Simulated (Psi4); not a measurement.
**Single-point calculation, with input and output: O$_{3}$**

- system: O$_{3}$, SMILES O=[O+][O-]
- method: B2PLYP/6-31G*, RKS (Psi4 1.11)

The geometry comes from this level: PBE0-D4/def2-TZVP.

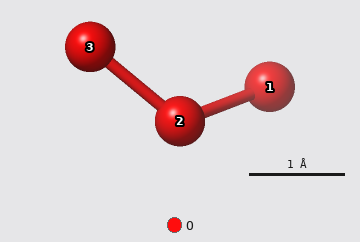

**Figure 1.** The input geometry (ball-and-stick view, seen at a tilt; atoms are numbered from 1 in the order of the input).

Input file (calc.py)
```python
import psi4

psi4.set_memory(1600000000)
psi4.set_num_threads(1)
psi4.set_output_file('output.dat', False)

m = psi4.geometry("""
0 1
O      1.60381056    -1.01270423     0.77384285
O     -0.43255831    -0.60017702    -0.30122234
O     -1.17125225     1.61288125    -0.47262050
units bohr
symmetry c1
""")

options = {'basis': '6-31G*', 'puream': True, 'scf_type': 'cd', 'dft_radial_points': 99, 'dft_spherical_points': 590, 'num_frozen_docc': 3, 'cholesky_tolerance': 0.001}
psi4.set_options(options)

result, w = psi4.energy('b2plyp', molecule=m, return_wfn=True)
print(f'b2plyp energy: {result:.10f} Eh')
```

Hardware: 1 thread of Intel Xeon (Granite Rapids), 64 GiB of memory available, shared host.

Launched with:
```bash
python calc.py
```

What the program printed
```
Psi4 1.11 release

   => Loading Basis Set <=

    Name: 6-31G*
    Role: ORBITAL
    Keyword: BASIS

         ---------------------------------------------------------
                                   SCF
                              RKS Reference
                        1 Threads,   1525 MiB Core
         ---------------------------------------------------------

  ==> Geometry <==

    Molecular point group: c1
    Full point group: Cs

    Geometry (in Bohr), charge = 0, multiplicity = 1:

       Center              X                  Y                   Z               Mass
    ------------   -----------------  -----------------  -----------------  -----------------
         O            1.778257784094    -1.017059572726    -0.000000000000    15.994914619570
         O           -0.524153215893    -0.602758204655     0.000000000000    15.994914619570
         O           -1.254104568201     1.619817777381    -0.000000000000    15.994914619570

  Running in c1 symmetry.

  Rotational constants: A =      3.93245  B =      0.46614  C =      0.41674 [cm^-1]
  Rotational constants: A = 117891.98521  B =  13974.45958  C =  12493.52543 [MHz]
  Nuclear repulsion =   70.641648351295615

  Charge       = 0
  Multiplicity = 1
  Electrons    = 24
  Nalpha       = 12
  Nbeta        = 12

  ==> Algorithm <==

  SCF Algorithm Type is CD.
  DIIS enabled.
  MOM disabled.
  Fractional occupation disabled.
  Guess Type is SAD.
  Energy threshold   = 1.00e-06
  Density threshold  = 1.00e-06
  Integral threshold = 1.00e-12

  ==> Primary Basis <==

  Basis Set: 6-31G*
    Blend: 6-31G*
    Number of shells: 18
    Number of basis functions: 42
    Number of Cartesian functions: 45
    Spherical Harmonics?: true
    Max angular momentum: 2

  ==> DFT Potential <==

   => LibXC <=

    Version 7.1.2

   => Composite Functional: B2PLYP <=

    B2PLYP Double Hybrid Exchange-Correlation Functional

    Deriv               =              1
    GGA                 =           TRUE
    Meta                =          FALSE

    Exchange Hybrid     =           TRUE
    MP2 Hybrid          =           TRUE

   => Exchange Functionals <=

    0.4700     XC_GGA_X_B88

   => Exact (HF) Exchange <=

    0.5300               HF

   => Correlation Functionals <=

    0.7300     XC_GGA_C_LYP

   => MP2 Correlation <=

    0.2700       MP2

   => LibXC Density Thresholds  <==

    XC_GGA_C_LYP:  1.00E-14
    XC_GGA_X_B88:  1.00E-15

   => Molecular Quadrature <=

    Radial Scheme          =       TREUTLER
    Pruning Scheme         =           NONE
    Nuclear Scheme         =       TREUTLER

    Blocking Scheme        =         OCTREE
    BS radius alpha        =              1
    Pruning alpha          =              1
    Radial Points          =             99
    Spherical Points       =            590
    Total Points           =         161837
    Total Blocks           =           1265
    Max Points             =            256
    Max Functions          =             42
    Weights Tolerance      =       1.00E-15

  ==> Integral Setup <==

  ==> CDJK: Cholesky-decomposed J/K Matrices <==

    J tasked:                     Yes
    K tasked:                     Yes
    wK tasked:                     No
    Integrals threads:              1
    Memory [MiB]:                 957
    Algorithm:                   Core
    Integral Cache:              NONE
    Schwarz Cutoff:             1E-12
    Cholesky tolerance:      1.00E-03
    No. Cholesky vectors:         169

  Cached 100.0% of DFT collocation blocks in 0.182 [GiB].

  Minimum eigenvalue in the overlap matrix is 8.5303393066E-03.
  Reciprocal condition number of the overlap matrix is 2.4666927831E-03.
    Using symmetric orthogonalization.

  ==> Pre-Iterations <==

  SCF Guess: Superposition of Atomic Densities via on-the-fly atomic UHF (no occupation information).

   -------------------------
    Irrep   Nso     Nmo
   -------------------------
     A         42      42
   -------------------------
    Total      42      42
   -------------------------

  ==> Iterations <==

                        Total Energy        Delta E     RMS |[F,P]|

   @RKS iter SAD:  -224.66089574160259   -2.24661e+02   0.00000e+00
   @RKS iter   1:  -224.87414947160559   -2.13254e-01   1.50642e-02 ADIIS/DIIS
   @RKS iter   2:  -224.73202835503889    1.42121e-01   2.20051e-02 ADIIS/DIIS
   @RKS iter   3:  -225.01560987421078   -2.83582e-01   8.07379e-04 ADIIS/DIIS
   @RKS iter   4:  -225.01605531438872   -4.45440e-04   1.52568e-04 ADIIS/DIIS
   @RKS iter   5:  -225.01607993576718   -2.46214e-05   2.53294e-05 DIIS
   @RKS iter   6:  -225.01608097926356   -1.04350e-06   1.09171e-05 DIIS
   @RKS iter   7:  -225.01608104049089   -6.12273e-08   9.98497e-06 DIIS
   @RKS iter   8:  -225.01608110895486   -6.84640e-08   2.90670e-06 DIIS
   @RKS iter   9:  -225.01608111799149   -9.03663e-09   5.83689e-07 DIIS
  Energy and wave function converged.

  ==> Post-Iterations <==

   Electrons on quadrature grid:
      Ntotal   =   24.0000001295 ; deviation = 1.295e-07

    Orbital Energies [Eh]
    ---------------------

    Doubly Occupied:

       1A    -20.065300     2A    -19.866372     3A    -19.866276
       4A     -1.557050     5A     -1.255913     6A     -0.898073
       7A     -0.700974     8A     -0.694749     9A     -0.681155
      10A     -0.433138    11A     -0.417482    12A     -0.413378

    Virtual:

      13A     -0.114277    14A      0.209113    15A      0.305942
      16A      0.785748    17A      0.864365    18A      0.867412
      19A      0.888887    20A      0.957099    21A      0.960932
      22A      1.005823    23A      1.040846    24A      1.048155
      25A      1.101272    26A      1.460760    27A      1.464634
      28A      1.482095    29A      1.523971    30A      1.544125
      31A      1.884692    32A      1.884710    33A      1.923681
      34A      1.964276    35A      2.187121    36A      2.457904
      37A      2.554919    38A      2.640964    39A      2.720977
      40A      2.761334    41A      2.981763    42A      3.069775

    Final Occupation by Irrep:
              A
    DOCC [    12 ]
    NA   [    12 ]
    NB   [    12 ]

  @RKS Final Energy:  -225.01608111799149

   => Energetics <=

    Nuclear Repulsion Energy =             70.6416483512956148
    One-Electron Energy =                -448.8163123621082491
    Two-Electron Energy =                 165.3880394480285076
    DFT Exchange-Correlation Energy =     -12.2294565552073546
    Empirical Dispersion Energy =           0.0000000000000000
    VV10 Nonlocal Energy =                  0.0000000000000000
    Total Energy =                       -225.0160811179914901

Computation Completed

Properties will be evaluated at   0.000000,   0.000000,   0.000000 [a0]

Properties computed using the SCF density matrix

 Multipole Moments:

 ------------------------------------------------------------------------------------
     Multipole            Electronic (a.u.)      Nuclear  (a.u.)        Total (a.u.)
 ------------------------------------------------------------------------------------

 L = 1.  Multiply by 2.5417464519 to convert [e a0] to [Debye]
 Dipole X            :         -0.1793670            0.0000000           -0.1793670
 Dipole Y            :         -0.2062618            0.0000000           -0.2062618
 Dipole Z            :          0.0000000            0.0000000            0.0000000
 Magnitude           :                                                    0.2733431

 ------------------------------------------------------------------------------------

	total time  =          2 seconds =       0.03 minutes

   => Loading Basis Set <=

    Name: (6-31G* AUX)
    Role: RIFIT
    Keyword: DF_BASIS_MP2

	 --------------------------------------------------------
	                          DF-MP2
	      2nd-Order Density-Fitted Moller-Plesset Theory
	              RMP2 Wavefunction,   1 Threads

	 --------------------------------------------------------

   => Auxiliary Basis Set <=

  Basis Set: (6-31G* AUX)
    Blend: CC-PVDZ-RI
    Number of shells: 54
    Number of basis functions: 168
    Number of Cartesian functions: 198
    Spherical Harmonics?: true
    Max angular momentum: 3

	 --------------------------------------------------------
	                 NBF =    42, NAUX =   168
	 --------------------------------------------------------
	   CLASS    FOCC     OCC    AOCC    AVIR     VIR    FVIR
	   PAIRS       3      12       9      30      30       0
	 --------------------------------------------------------

	-----------------------------------------------------------
	 ==================> DF-MP2 Energies <====================
	-----------------------------------------------------------
	 Reference Energy          =    -225.0160811179914901 [Eh]
	 Singles Energy            =      -0.0000000000000000 [Eh]
	 Same-Spin Energy          =      -0.2149262443600665 [Eh]
	 Opposite-Spin Energy      =      -0.5541200927381557 [Eh]
	 Correlation Energy        =      -0.7690463370982222 [Eh]
	 Total Energy              =    -225.7851274550897074 [Eh]
	-----------------------------------------------------------
	 ================> DF-SCS-MP2 Energies <==================
	-----------------------------------------------------------
	 SCS Same-Spin Scale       =       0.3333333333333333 [-]
	 SCS Opposite-Spin Scale   =       1.2000000000000000 [-]
	 SCS Same-Spin Energy      =      -0.0716420814533555 [Eh]
	 SCS Opposite-Spin Energy  =      -0.6649441112857868 [Eh]
	 SCS Correlation Energy    =      -0.7365861927391423 [Eh]
	 SCS Total Energy          =    -225.7526673107306294 [Eh]
	-----------------------------------------------------------

    B2PLYP Energy Summary
    ---------------------
    DFT Reference Energy                  =  -225.0160811179914901
    Scaled MP2 Correlation                =    -0.2076425110165200
    @Final double-hybrid DFT total energy =  -225.2237236290080205

	total time  =          0 seconds =       0.00 minutes
```

Standard output
```
b2plyp energy: -225.2237236290 Eh
```

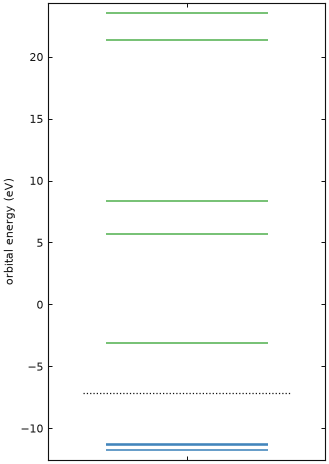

**Figure 2.** Orbital energies near the frontier; the dotted line parts filled from empty levels, and levels within 0.02 eV of each other stand side by side. Highest filled −11.25 eV, lowest empty −3.11 eV, 8.14 eV apart.

Key numbers

- outcome: converged
- total energy: −225.223724 hartree
- SCF energy: −225.016081 hartree
- basis functions: 42
- HOMO: −11.25 eV
- LUMO: −3.11 eV
- wall time: 2.6 s
- peak memory: 0.4 GiB
